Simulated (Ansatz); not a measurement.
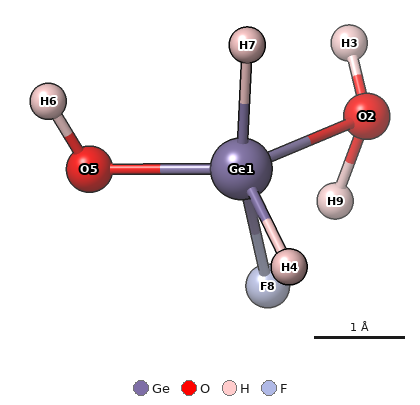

*The structure (ball-and-stick view, seen at a tilt; atoms are numbered from 1 in the order of the input). Sticks mark near contacts.*

## Frequency calculation, with input and output: GeH5O2F

System: GeH5O2F.
Method: RKS PBE0/def2-SVP (Ansatz 0.2.0).

It belongs to a series of runs on one base structure; here: vibrations at the highest image of the band. Figures and captions count atoms from 1; the log counts them from 0 in places.

### Input file
```yaml
crystal:
  periodic: [false, false, false]
  atoms:
    - { symbol: Ge, position_ang: [0.052272, 0.185701, -0.023814] }
    - { symbol: O, position_ang: [0.083329, -0.020581, 1.952298] }
    - { symbol: H, position_ang: [-0.782698, -0.100101, 2.370879] }
    - { symbol: H, position_ang: [1.444007, -0.02829, -0.617915] }
    - { symbol: O, position_ang: [-1.069724, 1.364015, -0.728895] }
    - { symbol: H, position_ang: [-1.820229, 0.899327, -1.11586] }
    - { symbol: H, position_ang: [-0.777809, -1.133202, -0.174736] }
    - { symbol: F, position_ang: [0.829487, 1.793095, 0.954102] }
    - { symbol: H, position_ang: [0.474265, 1.026137, 1.851542] }
basis:
  gaussian: { orbitals: def2-SVP }
hamiltonian:
  xc: pbe0
phonons: {}
```

Run on 2 threads of Arm Neoverse V2, 24 GiB of memory available, shared host.

Launched with:
```bash
ansatz run input.yaml --threads 2 --pin off --max-ram 3072MiB --backend cpu --events-out ev --progress --plain --runs-dir out
```

### The program's output
```
Engine: ansatz 0.2.0, aarch64-unknown-linux-gnu
Functional definition: PBE0
  parameter a = 0.25
  parameter kappa = 0.804
  parameter beta = 0.06672455060314922
  exchange = (1 - a)*pbe_x(kappa = kappa, mu = beta*pi^2/3) + a*exact_x
  correlation = pbe_c(beta = beta)
1031 factors; integrals over basis functions are off by at most 3.0e-4 eV
mean field evaluation 1: about -63377.4150 eV, gradient 6.6e1 eV
mean field evaluation 2: about -63365.2457 eV, gradient 1.0e2 eV
mean field evaluation 4: about -63384.4860 eV, gradient 4.9e0 eV
mean field evaluation 8: about -63384.5411 eV, gradient 6.3e-2 eV
mean field -63384.54114375 eV, -2329.3389234477 hartree, gradient 2.7e-5 eV, S^2 0.000000; 0 other end points of the search recorded, 0 dependent functions left out
the calculation of the forces begins
reference -63384.54116714 eV, -2329.3389243071 hartree; 31, 31 occupied and 68, 68 virtual orbitals, 1031 factors
these checks for a lower state are left out or cut short: stability, starts, cluster_reference, orbital_swaps, neighbouring_geometries, increment
1031 factors; integrals over basis functions are off by at most 3.0e-4 eV
mean field evaluation 16: about -63384.5253 eV, gradient 2.2e-1 eV
mean field -63384.54102508 eV, -2329.3389190867 hartree, gradient 8.9e-7 eV, S^2 0.000000; 0 other end points of the search recorded, 0 dependent functions left out
[... from here on the field's lines of each further geometry are left out, up to the last ...]
the calculation of the forces begins
reference -63384.54113754 eV, -2329.3389232197 hartree; 31, 31 occupied and 68, 68 virtual orbitals, 1031 factors
these checks for a lower state are left out or cut short: stability, starts, cluster_reference, orbital_swaps, neighbouring_geometries, increment
1031 factors; integrals over basis functions are off by at most 3.0e-4 eV
mean field -63384.54112517 eV, -2329.3389227650 hartree, gradient 2.4e-6 eV, S^2 0.000000; 0 other end points of the search recorded, 0 dependent functions left out
the calculation of the forces begins
reference -63384.54114855 eV, -2329.3389236242 hartree; 31, 31 occupied and 68, 68 virtual orbitals, 1031 factors
WARN: phonons: modes at or below zero, which the zero-point energy, F, S and C_V leave out: 1, the lowest at -497.97 cm⁻¹. A minimum has none, and a first-order saddle one
Total energy: -63384.54116714 eV, -2329.3389243071 hartree
Atom 0 at     0.052272     0.185701    -0.023814 Å, force     0.000603     0.001336    -0.000086 eV/Å
Atom 1 at     0.083329    -0.020581     1.952298 Å, force     0.000863    -0.009101     0.001209 eV/Å
Atom 2 at    -0.782698    -0.100101     2.370879 Å, force     0.000111     0.004159     0.000069 eV/Å
Atom 3 at     1.444007    -0.028290    -0.617915 Å, force     0.001982    -0.000577    -0.000524 eV/Å
Atom 4 at    -1.069724     1.364015    -0.728895 Å, force    -0.000583     0.002188     0.001006 eV/Å
Atom 5 at    -1.820229     0.899327    -1.115860 Å, force     0.000298    -0.001770    -0.000314 eV/Å
Atom 6 at    -0.777809    -1.133202    -0.174736 Å, force    -0.001126     0.000229    -0.000731 eV/Å
Atom 7 at     0.829487     1.793095     0.954102 Å, force    -0.002886    -0.003508     0.001585 eV/Å
Atom 8 at     0.474265     1.026137     1.851542 Å, force     0.000739     0.007045    -0.002216 eV/Å
Dipole moment:    -0.468031    -0.517247     0.173589 e Å
Vibrations: -497.97 97.29 258.35 378.11 414.71 476.68 594.86 616.84 677.63 721.81 761.93 837.47 931.93 976.71 1071.94 1354.20 2015.16 2039.29 2209.64 3884.38 3897.18 cm⁻¹, zero-point energy 1.501207 eV
```

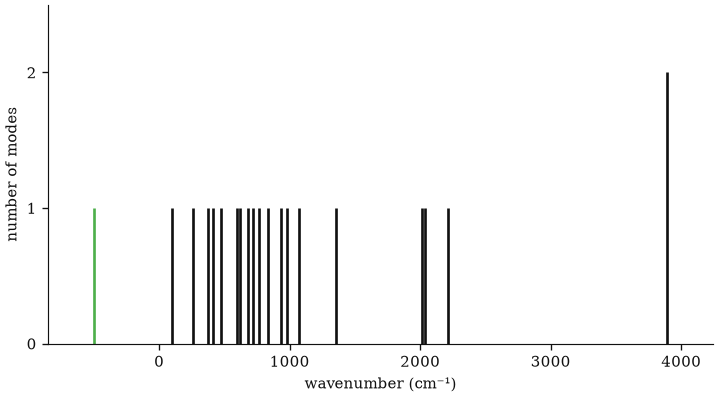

*Harmonic vibrational wavenumbers from the force constants; neighbouring modes closer than 20 cm⁻¹ are counted in one stick, and imaginary ones are drawn at negative wavenumbers.*

21 modes from 498i to 3897 cm⁻¹, 1 imaginary beyond 8i (498i cm⁻¹): a first-order saddle point, if the geometry is stationary.

### Results in brief

| quantity | value |
| --- | --- |
| outcome | converged |
| total energy | −63384.5412 eV |
| mean-field energy | −63384.5412 eV |
| largest force (length of the vector) | 0.009 eV/Å |
| wall time | 73 s (CPU time 2.3 min) |
| peak memory | 0.22 GiB |
